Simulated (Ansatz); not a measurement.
# Ta3N5 (Cmcm): the G0W0 gap against the k mesh

How dense a mesh does GW need for Ta3N5 (Cmcm), and how does the time grow?

Calculated with Ansatz 0.2.0; G0W0 on LDA, plane waves, PAW; PAW set soft_1.

## Step 1: Starting point

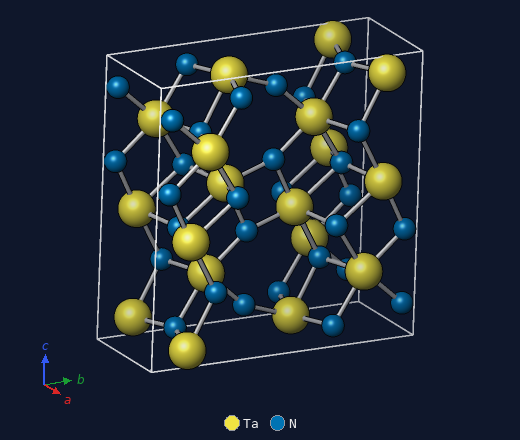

The cell as given, slightly off an axis (tantalum yellow, nitrogen blue). This picture shows the conventional cell, with its axes. Some periodic images of atoms are drawn too.

Structure file:

```cif
data_structure
_symmetry_space_group_name_H-M 'P 1'
_symmetry_Int_Tables_number 1
_cell_length_a 5.4631
_cell_length_b 5.4631
_cell_length_c 10.2624
_cell_angle_alpha 90.000
_cell_angle_beta 90.000
_cell_angle_gamma 138.330
_cell_volume 203.63
loop_
_atom_site_label
_atom_site_type_symbol
_atom_site_fract_x
_atom_site_fract_y
_atom_site_fract_z
_atom_site_occupancy
Ta1 Ta 0.80290 0.19710 0.25000 1
Ta2 Ta 0.19710 0.80290 0.75000 1
Ta3 Ta 0.86545 0.13455 0.55906 1
Ta4 Ta 0.13455 0.86545 0.05906 1
Ta5 Ta 0.13455 0.86545 0.44094 1
Ta6 Ta 0.86545 0.13455 0.94094 1
N7 N 0.23678 0.76322 0.25000 1
N8 N 0.76322 0.23678 0.75000 1
N9 N 0.95299 0.04701 0.11949 1
N10 N 0.04701 0.95299 0.61949 1
N11 N 0.04701 0.95299 0.88051 1
N12 N 0.95299 0.04701 0.38051 1
N13 N 0.69138 0.30862 0.07378 1
N14 N 0.30862 0.69138 0.57378 1
N15 N 0.30862 0.69138 0.92622 1
N16 N 0.69138 0.30862 0.42622 1
```

The cell and positions come from the Crystallography Open Database and are kept as given unless a step says otherwise. Spin-orbit coupling is left out unless a step names it.

## Step 2: The 2×2×1 mesh

Now the one-shot GW correction: screening in the RPA, then the self-energy of the levels asked for. This step takes PAW set soft_1 files.

Input file input.yaml:

```yaml
crystal:
  lattice:
    - [1.9431, -5.1059, 0.0]
    - [1.9431, 5.1059, 0.0]
    - [0.0, 0.0, 10.2624]
  atoms:
    - { symbol: Ta, position: [0.8029, 0.1971, 0.25] }
    - { symbol: Ta, position: [0.1971, 0.8029, 0.75] }
    - { symbol: Ta, position: [0.86545, 0.13455, 0.55906] }
    - { symbol: Ta, position: [0.13455, 0.86545, 0.05906] }
    - { symbol: Ta, position: [0.13455, 0.86545, 0.44094] }
    - { symbol: Ta, position: [0.86545, 0.13455, 0.94094] }
    - { symbol: "N", position: [0.23678, 0.76322, 0.25] }
    - { symbol: "N", position: [0.76322, 0.23678, 0.75] }
    - { symbol: "N", position: [0.95299, 0.04701, 0.11949] }
    - { symbol: "N", position: [0.04701, 0.95299, 0.61949] }
    - { symbol: "N", position: [0.04701, 0.95299, 0.88051] }
    - { symbol: "N", position: [0.95299, 0.04701, 0.38051] }
    - { symbol: "N", position: [0.69138, 0.30862, 0.07378] }
    - { symbol: "N", position: [0.30862, 0.69138, 0.57378] }
    - { symbol: "N", position: [0.30862, 0.69138, 0.92622] }
    - { symbol: "N", position: [0.69138, 0.30862, 0.42622] }
kpoints:
  mp_grid: { grid: [2, 2, 1] }
hamiltonian:
  xc: lda
  pseudopotentials: { kind: paw, azcp: { folder: soft_1 }, xc_functional: pbe }
scf:
  occupations: { method: fixed }
gw:
  n_empty_bands: 462
  ecut_chi: 100
  qp_bands: [v4, c4]
  qp_kpoints: band_edges
  screening: { model: contour_deformation }
```

Run with:

```sh
$ ansatz run input.yaml --threads 2 --pin off --max-ram 92160MiB --backend cuda --events-out ev --progress --plain --runs-dir out --devices 1 --max-vram 13GiB
```

Numbers of over 12 decimals in the logs are rounded to 6 here.

Log:

```text
GPUs: using 1 of 1 available (devices: 1).
Engine: ansatz 0.2.0, x86_64-unknown-linux-gnu
Pseudopotentials: kind: paw
Pseudopotential: Ta, paw, valence charge 13, recommended cutoff 420 eV (normal), soft_1/Ta.paw.azcp
Pseudopotential: N, paw, valence charge 5, recommended cutoff 420 eV (normal), soft_1/N.paw.azcp
Functional definition: SPW92
  exchange = slater_x
  correlation = pw_c
device memory: the entry about to start is reckoned to put 3.1 GiB on a device that reports 57.5 GiB free (of which the cap on the GPU budget leaves the run 13.0 GiB)
GPU FFT provider: cuFFT
GPU libraries: cuBLAS 13.8.2, cuFFT 12.4.0, cuSOLVER 12.3.4
Crystal: 16 atoms, lattice volume = 203.632 Å³
Basis set: ecut = 420 eV, 3985 PW (Γ)
Bands: 80, of which v1, the nominal top of the filled ones, is band 64 counted from 1 (63 counted from 0)
Symmetry: 8 space group operations
Space group: Cmcm (ITA 63), of the structure as read, at distance tolerance 5.9e-5 Å
k-points: 3 of 4
Non-local potential: Ta, projectors of the file, l = 0: 3, l = 1: 2, l = 2: 2, l = 3: 1
Non-local potential: N, projectors of the file, l = 0: 2, l = 1: 2, l = 2: 1
PAW form: soft (Blöchl's): semilocal exchange-correlation on the pseudo side does not see the compensation charge
PAW frozen core: Ta, regenerated for the run's functional, and the local potential with it (the file was generated under x = pbe(κ = 0.804, μ = 0.219515), c = pbe(β = 0.066725))
PAW frozen core: N, regenerated for the run's functional, and the local potential with it (the file was generated under x = pbe(κ = 0.804, μ = 0.219515), c = pbe(β = 0.066725))
PAW one-centre angular grid: Ta, 590 points (default); XC on 64 Gauss nodes
PAW one-centre angular grid: N, 110 points (default); XC on 64 Gauss nodes
Initial density: superposition of atomic densities (chi_scale 0.1, normalization cell, long waves kept (reshape's long-wave potential 0.01 eV rms))
Initial wavefunctions: pseudopotential atomic-orbital guess
GPU buffer pool allocated for 115200 grid points (all kernels)
GPU transforms: local potential and band sums: pruned to the plane-wave sphere, on 40×40×72
Functional: x = slater, c = lda
SCF iter   1: F=—  HF=-61865.542640 eV  |F-HF|=—  |Δ(HF+E_count)|=         —  Δρ=1.09e-1  dr2=2.74e1  ethr=3.10e-3  ⟨swp⟩=4.0  Hψ=828  notcnv=0  defer=40
preconditioner: auto → Resta (q_TF=auto, 2.525 Å⁻¹)  ε∞=6.2  [insulator: Δε(μ)=2.655 eV  Ē_g=10.191 eV  n_scr=56 (ndim 8)  ℏωp=23.3 eV  f_vac=0.013  ε∞_Penn≈6.2]
SCF iter   2: F=—  HF=-61858.975936 eV  |F-HF|=—  |Δ(HF+E_count)|=    6.57e0  Δρ=4.33e-2  dr2=2.49e0  ethr=3.10e-3  ⟨swp⟩=2.7  Hψ=415  notcnv=0  defer=38
SCF iter   3: F=—  HF=-61858.449967 eV  |F-HF|=—  |Δ(HF+E_count)|=   5.26e-1  Δρ=2.23e-2  dr2=8.80e-1  ethr=1.95e-3  ⟨swp⟩=2.0  Hψ=291  notcnv=0  defer=42
SCF iter   4: F=—  HF=-61858.231582 eV  |F-HF|=—  |Δ(HF+E_count)|=   2.18e-1  Δρ=1.01e-2  dr2=2.57e-1  ethr=6.88e-4  ⟨swp⟩=2.0  Hψ=322  notcnv=0  defer=39
SCF iter   5: F=—  HF=-61858.171481 eV  |F-HF|=—  |Δ(HF+E_count)|=   6.01e-2  Δρ=1.93e-3  dr2=1.76e-2  ethr=2.01e-4  ⟨swp⟩=2.0  Hψ=340  notcnv=0  defer=40
SCF iter   6: F=—  HF=-61858.170033 eV  |F-HF|=—  |Δ(HF+E_count)|=   1.45e-3  Δρ=6.96e-4  dr2=2.23e-3  ethr=1.38e-5  ⟨swp⟩=2.0  Hψ=328  notcnv=0  defer=42
SCF iter   7: F=—  HF=-61858.170110 eV  |F-HF|=—  |Δ(HF+E_count)|=   7.69e-5  Δρ=2.82e-4  dr2=1.96e-4  ethr=1.74e-6  ⟨swp⟩=2.0  Hψ=327  notcnv=0  defer=41
SCF iter   8: F=—  HF=-61858.170153 eV  |F-HF|=—  |Δ(HF+E_count)|=   4.23e-5  Δρ=1.73e-4  dr2=7.33e-5  ethr=1.53e-7  ⟨swp⟩=2.0  Hψ=335  notcnv=0  defer=33
SCF iter   9: F=—  HF=-61858.170150 eV  |F-HF|=—  |Δ(HF+E_count)|=   2.80e-6  Δρ=5.25e-5  dr2=7.05e-6  ethr=5.73e-8  ⟨swp⟩=2.0  Hψ=348  notcnv=0  defer=25
SCF iter  10: F=—  HF=-61858.170151 eV  |F-HF|=—  |Δ(HF+E_count)|=   1.09e-6  Δρ=1.21e-5  dr2=4.14e-7  ethr=5.51e-9  ⟨swp⟩=2.0  Hψ=327  notcnv=0  defer=25
[...]
NSCF: frozen V_eff on 3 k-points
G₀W₀ screening: q 1/3
[... further progress lines ...]
device memory: the entry about to start is reckoned to put 1.3 GiB on a device that reports 54.2 GiB free (of which the cap on the GPU budget leaves the run 13.0 GiB)
NSCF: frozen V_eff on 1 k-points
device memory: the entry about to start is reckoned to put 1.3 GiB on a device that reports 56.8 GiB free (of which the cap on the GPU budget leaves the run 13.0 GiB)
NSCF: frozen V_eff on 1 k-points
device memory: the entry about to start is reckoned to put 1.3 GiB on a device that reports 57.4 GiB free (of which the cap on the GPU budget leaves the run 13.0 GiB)
NSCF: frozen V_eff on 1 k-points
device memory: the entry about to start is reckoned to put 1.3 GiB on a device that reports 57.4 GiB free (of which the cap on the GPU budget leaves the run 13.0 GiB)
NSCF: frozen V_eff on 1 k-points
device memory: the entry about to start is reckoned to put 1.3 GiB on a device that reports 58.5 GiB free (of which the cap on the GPU budget leaves the run 13.0 GiB)
NSCF: frozen V_eff on 1 k-points
SCF converged after 12 iterations
Free energy (F): -61858.170151 eV
Harris-Foulkes:  -61858.170151 eV  (|F-HF|=1.78e-9)
Internal energy: -61858.170151 eV  (E = F + TS)
E sigma→0 (E₀):  -61858.170151 eV
Fermi energy:    11.504929 eV
--- Per-component energies (eV) ---
  E_band       = -1041.693517
  E_kinetic    = 3614.819779
  E_local      = -7371.836107  (includes V_loc(G=0)·N_el)
  E_nonlocal   = 335.212987
  E_hartree    = 2689.479245
  E_xc         = -2490.117940
  E_vxc        = -2141.758902  (∫ρ·V_xc dr)
  E_paw        = -49534.653267  (= ΣΔE_a)
  E_vpaw       = -857.098426  (= ΣTr[D̂ρ^β])
  E_aug_tail   = 0.009267  (compensation charges beyond the density's cutoff)
  E_ewald      = -9103.438537
  E_core_change = 2.354423  (= ΣΔE_core)
  E_smearing   = -0.000000  (= −TS)
  E_closure    = 0.000000  (closes the sum)
  Σ components = -61858.170151   (vs F -61858.170151, Δ=0.00e0)
--- Band table (eV) ---
  k-point 0: bands = [... 60 lower, 10.7046, 11.0031, 11.2052, 11.5049, 12.8961, 13.2082, 13.5978, 13.8977, ... 12 higher]
  k-point 1: bands = [... 60 lower, 10.4511, 10.5008, 10.9392, 11.1381, 13.2247, 13.2656, 14.1022, 14.4028, ... 12 higher]
  k-point 2: bands = [... 60 lower, 10.5360, 10.5519, 10.7539, 11.2194, 12.6487, 13.3132, 13.8173, 14.4144, ... 12 higher]
--- G₀W₀: contour deformation, 7 samples at zero and on the imaginary axis and 1 off it, 4 q-points, 462 empty bands' worth ---
  eigenvalues of the whole cell's RPA ε∞ on this k-mesh (on a slab, of 1 + 4πα/V) = 13.4228, 13.5166, 19.0816; static W/v taken at q = 0 is 0.063006
  gw.qp_kpoints: band_edges: 3 of 3 stored k-points solved, in 1 pass; an edge of the gap read off the rows below is read off those points alone
    ik  band        ε_KS         Σx   Σc(E_QP)       V_xc       Z   E_QP_lin       E_QP  E_QP is
     0    61     10.7046   -21.2966     3.1247   -18.3261  0.7241    10.8582    10.8588  root
     0    62     11.0031   -21.8788     3.3149   -18.7192  0.7261    11.1578    11.1584  root
     0    63     11.2052   -22.4980     3.2024   -19.5441  0.7299    11.4522    11.4537  root
     0    64     11.5049   -21.8968     3.0927   -19.0148  0.7294    11.7145    11.7156  root
     0    65     12.8961   -12.8886    -5.0976   -18.7823  0.7508    13.7165    13.6922  root
     0    66     13.2082   -13.4724    -4.8527   -19.1270  0.7491    14.0344    14.0100  root
     0    67     13.5978   -13.1966    -4.9430   -18.9496  0.7505    14.4334    14.4078  root
     0    68     13.8977   -12.9398    -5.4461   -19.2104  0.7409    14.7514    14.7222  root
     1    61     10.4511   -20.5401     3.1438   -17.4900  0.7239    10.5446    10.5448  root
     1    62     10.5008   -20.2072     2.9981   -17.3246  0.7218    10.6160    10.6164  root
     1    63     10.9392   -21.2729     2.9817   -18.4694  0.7270    11.1166    11.1174  root
     1    64     11.1381   -21.4552     3.1332   -18.4927  0.7271    11.3081    11.3088  root
     1    65     13.2247   -12.9188    -4.7980   -18.4911  0.7542    14.0208    13.9989  root
     1    66     13.2656   -12.2604    -4.7899   -17.7970  0.7574    14.0323    14.0123  root
[...]
2    64     11.2194   -21.9125     3.3338   -18.7356  0.7262    11.3757    11.3763  root
     2    65     12.6487   -12.5918    -5.0788   -18.4454  0.7539    13.4459    13.4236  root
     2    66     13.3132   -13.2231    -4.9611   -18.9747  0.7457    14.1281    14.1038  root
     2    67     13.8173   -12.8282    -4.5560   -18.1292  0.7498    14.5822    14.5622  root
     2    68     14.4144   -13.6998    -5.4330   -19.9800  0.7318    15.2933    15.2616  root
```

Run time: 9.4 s. Hardware: 1 × NVIDIA H100 80GB HBM3 (shared by 6 runs) with 2 threads of AMD EPYC 7R13 (Zen 3), shared host; peak memory 1.3 GiB; 9.3 s of CPU time.

This step gave:

| Property | Result |
| --- | --- |
| bands summed | 526 |
| RPA ε∞ on this mesh (eigenvalues) | 13.42, 13.52, 19.08 |
| plane waves in the screening matrix | 475 |
| q-points in the mesh | 4 |
| G0W0 gap on the mesh | 1.708 eV |
| k of the valence top | 0, 0, 0 |
| k of the conduction bottom | -0.5, -0.5, 0 |
| starting gap on the mesh | 1.144 eV |
| Z at the valence top | 0.7294 |
| Z at the conduction bottom | 0.7539 |
| least direct G0W0 gap on the computed points | 1.977 eV |

The gap on the mesh goes from 1.14 eV to 1.71 eV, a correction of +0.56 eV. Between the two edge states, bare exchange in place of the xc potential would open the gap by 8.74 eV, and correlation takes back 8.17 eV.

## Step 3: The 4×4×2 mesh

A second mesh at equal bands and cutoff isolates the sampling error.

Edit input.yaml of step 2 so:

```diff
@@ -23,3 +23,3 @@
 kpoints:
-  mp_grid: { grid: [2, 2, 1] }
+  mp_grid: { grid: [4, 4, 2] }
 hamiltonian:
```

Log:

```text
GPUs: using 1 of 1 available (devices: 1).
[...]
GPU FFT provider: cuFFT
GPU libraries: cuBLAS 13.8.2, cuFFT 12.4.0, cuSOLVER 12.3.4
Crystal: 16 atoms, lattice volume = 203.632 Å³
Basis set: ecut = 420 eV, 3985 PW (Γ)
Bands: 80, of which v1, the nominal top of the filled ones, is band 64 counted from 1 (63 counted from 0)
[... 1 set-up line as in the run before ...]
[...]
k-points: 14 of 32
[...]
GPU buffer pool allocated for 115200 grid points (all kernels)
[...]
SCF iter   1: F=—  HF=-61864.970500 eV  |F-HF|=—  |Δ(HF+E_count)|=         —  Δρ=1.10e-1  dr2=2.80e1  ethr=3.10e-3  ⟨swp⟩=4.5  Hψ=3833  notcnv=0  defer=190
[...]
SCF iter  11: F=-61857.427208 eV  HF=-61857.427208 eV  |F-HF|=3.93e-8  |Δ(HF+E_count)|=   1.76e-7  Δρ=5.87e-6  dr2=8.34e-8  ethr=7.81e-11  ⟨swp⟩=11.8  Hψ=4074  notcnv=0
SCF 1 converged in 11 iterations: F = -61857.427208 eV  dr2 = 8.34e-8
[...]
0    61     10.7078   -21.2017     2.9526   -18.3672  0.7440    10.8257    10.8260  root
     0    62     11.0238   -21.5509     2.9956   -18.7081  0.7440    11.1763    11.1767  root
     0    63     11.2545   -22.4630     3.0744   -19.5998  0.7511    11.4651    11.4658  root
     0    64     11.5047   -21.3368     2.5757   -18.9846  0.7504    11.7274    11.7282  root
     0    65     12.9008   -13.2976    -4.6296   -18.7893  0.7755    13.7788    13.7629  root
     0    66     13.2184   -13.7802    -4.4944   -19.1456  0.7715    14.1063    14.0894  root
     0    67     13.6041   -13.5220    -4.5719   -18.9585  0.7716    14.4859    14.4688  root
     0    68     13.9085   -13.1560    -5.1597   -19.2155  0.7633    14.8301    14.8083  root
[...]
13    65     13.0375   -13.5669    -4.4617   -18.8760  0.7723    13.9004    13.8848  root
    13    66     13.0375   -13.5669    -4.4617   -18.8760  0.7723    13.9004    13.8848  root
    13    67     14.1739   -13.2006    -4.4919   -18.5400  0.7671    15.0385    15.0213  root
    13    68     14.1739   -13.2006    -4.4919   -18.5400  0.7671    15.0385    15.0213  root
[key lines of the parts left out:]
SCF converged after 11 iterations
Free energy (F): -61857.427208 eV
Fermi energy:    11.504656 eV
```

Wall time 37 s (1 × NVIDIA H100 80GB HBM3 (shared by 6 runs) with 2 threads); peak memory 2.1 GiB.

Numbers from this step:

```
bands summed                                 : 526
RPA ε∞ on this mesh (eigenvalues)            : 10.92, 10.92, 14.12
plane waves in the screening matrix          : 475
q-points in the mesh                         : 32
G0W0 gap on the mesh                         : 1.773 eV
k of the valence top                         : 0, 0, 0
k of the conduction bottom                   : -0.5, -0.5, 0
starting gap on the mesh                     : 1.155 eV
Z at the valence top                         : 0.7504
Z at the conduction bottom                   : 0.7788
least direct G0W0 gap on the computed points : 2.002 eV
```

Against the run with 2×2×1 mesh, 462 empty bands, screening to 100 eV, PAW set soft_1 files, the gap moves by +0.06 eV.

## Step 4: The 6×6×2 mesh

Edit input.yaml of step 3 so:

```diff
@@ -23,3 +23,3 @@
 kpoints:
-  mp_grid: { grid: [4, 4, 2] }
+  mp_grid: { grid: [6, 6, 2] }
 hamiltonian:
```

Log:

```text
GPUs: using 1 of 1 available (devices: 1).
[...]
GPU FFT provider: cuFFT
GPU libraries: cuBLAS 13.8.2, cuFFT 12.4.0, cuSOLVER 12.3.4
Crystal: 16 atoms, lattice volume = 203.632 Å³
Basis set: ecut = 420 eV, 3985 PW (Γ)
Bands: 80, of which v1, the nominal top of the filled ones, is band 64 counted from 1 (63 counted from 0)
[... 1 set-up line as in the run before ...]
[...]
k-points: 26 of 72
[...]
0    68     13.9107   -13.1773    -5.1274   -19.2146  0.7658    14.8402    14.8206  root
[...]
25    65     13.0386   -13.6360    -4.3831   -18.8736  0.7753    13.9062    13.8931  root
    25    66     13.0386   -13.6360    -4.3831   -18.8736  0.7753    13.9062    13.8931  root
    25    67     14.1737   -13.2062    -4.4757   -18.5402  0.7690    15.0475    15.0321  root
    25    68     14.1737   -13.2062    -4.4757   -18.5402  0.7690    15.0475    15.0321  root
[key lines of the parts left out:]
SCF converged after 11 iterations
Free energy (F): -61857.475817 eV
Fermi energy:    11.514650 eV
```

The job ended after 2.2 min (1 × NVIDIA H100 80GB HBM3 (shared by 6 runs) with 2 threads; peak memory 3 GiB; 3.6 min of CPU time).

Numbers from this step:

```
bands summed                                 : 526
RPA ε∞ on this mesh (eigenvalues)            : 10.80, 10.85, 12.05
plane waves in the screening matrix          : 475
G0W0 gap on the mesh                         : 1.786 eV
k of the valence top                         : 0, 0, 0
k of the conduction bottom                   : -0.5, -0.5, 0
starting gap on the mesh                     : 1.147 eV
least direct G0W0 gap on the computed points : 2.026 eV
```

Against the run with 4×4×2 mesh, 462 empty bands, screening to 100 eV, PAW set soft_1 files, the gap moves by +0.013 eV.

## Step 5: The meshes together

Times are wall times on 1 × NVIDIA H100 80GB HBM3 (shared by 6 runs) with 2 threads of AMD EPYC 7R13 (Zen 3), shared host, good to a factor of about two.

| mesh | points | irreducible | start (eV) | G0W0 (eV) | shift (eV) | RPA ε∞ (mean) | time |
| --- | --- | --- | --- | --- | --- | --- | --- |
| 2×2×1 | 4 | 3 | 1.144 | 1.708 | +0.564 | 15.34 | 9.4 s |
| 4×4×2 | 32 | 14 | 1.155 | 1.773 | +0.617 | 11.99 | 37 s |
| 6×6×2 | 72 | 26 | 1.147 | 1.786 | +0.639 | 11.23 | 2.2 min |

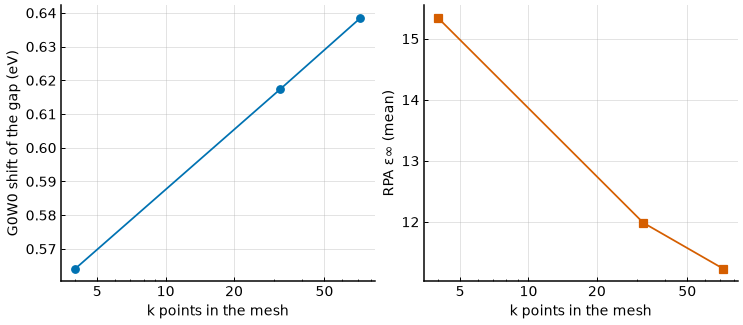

Shift and screening against the mesh.

## Step 6: Summary of results

| Quantity | Value |
| --- | --- |
| 2×2×1 | 1.708 eV (shift +0.564) |
| 4×4×2 | 1.773 eV (shift +0.617) |
| 6×6×2 | 1.786 eV (shift +0.639) |
| settings | LDA start, 462 empty bands, 100 eV |

**Reading.** The shift is +0.56 eV on 2×2×1 and +0.64 eV on 6×6×2; the last step moves it by +0.021 eV. The RPA ε∞ (mean) ranges from 11.23 to 15.34 and ends at 11.23; the coarsest mesh overstates it. On 6×6×2 the states that bound the G0W0 gap lie 1.162 eV apart in the start, so part of the shift is a change of edge. From 4 to 72 points the time grows 14-fold. Bands and cutoff are modest here, so the values stand off the basis limit. The many-body steps are scalar-relativistic: spin-orbit coupling is not in them.

[Paths, hosts, dates, memory and timing lines, banners, echoed tables and standing remarks are left out of the program output.]

[Logs are printed without paths, hosts, clocks, repeated set-up lines and the standing remarks that a program may print on its own settings, such as how far it seeks lower states.]

[Runs of the session that timed out or met a known fault of the program may be left out.]

[Cells called generated may have been cut or substituted from an entry of the Crystallography Open Database or the Materials Project.]

[Hosts, paths, dates, database ids (printed as entryN), source tags and the programs' standing remarks are cut or masked in the printed files.]
